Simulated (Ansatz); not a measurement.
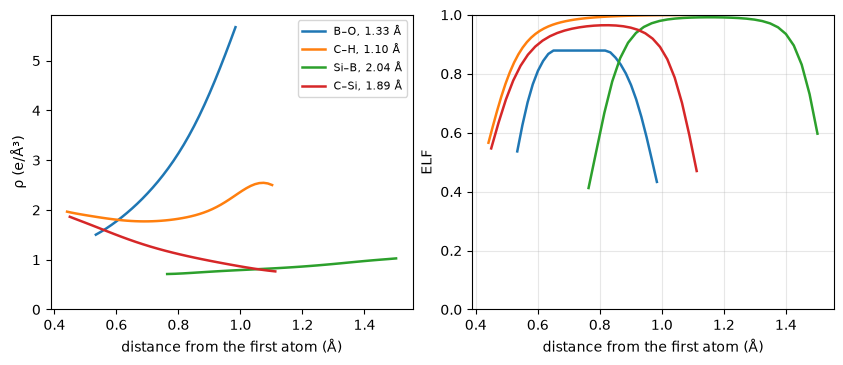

Figure. C₃H₁₂B₂OSi (SMILES BOB[Si](C)(C)C). Total electron density and electron localisation function along straight lines between neighbouring atoms. The curves leave out the atomic cores.

Geometry: B3LYP-D3(BJ)/def2-SVP.

Computed with Ansatz 0.2.0, isolated molecule in a Gaussian basis; Kohn-Sham density functional theory, functional PBE0.

```json
{"atom": "C", "x (Å)": "-0.3932", "y (Å)": "-0.9593", "z (Å)": "-2.0948"}
{"atom": "C", "x (Å)": "0.1441", "y (Å)": "0.4526", "z (Å)": "0.6080"}
{"atom": "C", "x (Å)": "2.4867", "y (Å)": "-0.7540", "z (Å)": "-1.0187"}
{"atom": "B", "x (Å)": "-0.5357", "y (Å)": "-2.6719", "z (Å)": "2.9400"}
{"atom": "B", "x (Å)": "0.4297", "y (Å)": "-2.7453", "z (Å)": "0.4470"}
{"atom": "O", "x (Å)": "-0.0503", "y (Å)": "-2.7612", "z (Å)": "1.7004"}
{"atom": "Si", "x (Å)": "0.6692", "y (Å)": "-0.9714", "z (Å)": "-0.5241"}
{"atom": "H", "x (Å)": "0.2404", "y (Å)": "-2.5608", "z (Å)": "3.8593"}
{"atom": "H", "x (Å)": "-1.7331", "y (Å)": "-2.7076", "z (Å)": "3.0969"}
{"atom": "H", "x (Å)": "0.6965", "y (Å)": "-3.8265", "z (Å)": "-0.0380"}
{"atom": "H", "x (Å)": "-1.4653", "y (Å)": "-1.0588", "z (Å)": "-1.8592"}
{"atom": "H", "x (Å)": "-0.2559", "y (Å)": "-0.0145", "z (Å)": "-2.6471"}
{"atom": "H", "x (Å)": "-0.1169", "y (Å)": "-1.7872", "z (Å)": "-2.7679"}
{"atom": "H", "x (Å)": "-0.9124", "y (Å)": "0.3528", "z (Å)": "0.9078"}
{"atom": "H", "x (Å)": "0.2597", "y (Å)": "1.4277", "z (Å)": "0.1065"}
{"atom": "H", "x (Å)": "0.7522", "y (Å)": "0.4740", "z (Å)": "1.5276"}
{"atom": "H", "x (Å)": "2.6274", "y (Å)": "0.1908", "z (Å)": "-1.5701"}
{"atom": "H", "x (Å)": "2.8225", "y (Å)": "-1.5779", "z (Å)": "-1.6693"}
{"atom": "H", "x (Å)": "3.1464", "y (Å)": "-0.7301", "z (Å)": "-0.1361"}
```

Q: Compare the contacts.

A: B–O (1.33 Å): ρ is about 2.1 e/Å³ halfway; the ELF peaks at about 0.90 between the atoms (a polar covalent bond).
C–H (1.10 Å): ρ at the midpoint is about 1.8 e/Å³; the ELF climbs to about 1 towards the hydrogen, as it does in any bond to H; an ordinary covalent bond to hydrogen.
Si–B (2.04 Å): the density is about 0.8 e/Å³ at the midpoint; the ELF peaks at about 1 between the atoms; a shared electron pair.
C–Si (1.89 Å): ρ at the midpoint is about 0.93 e/Å³; the ELF peaks at about 0.95 between the atoms, as expected for a shared electron pair.
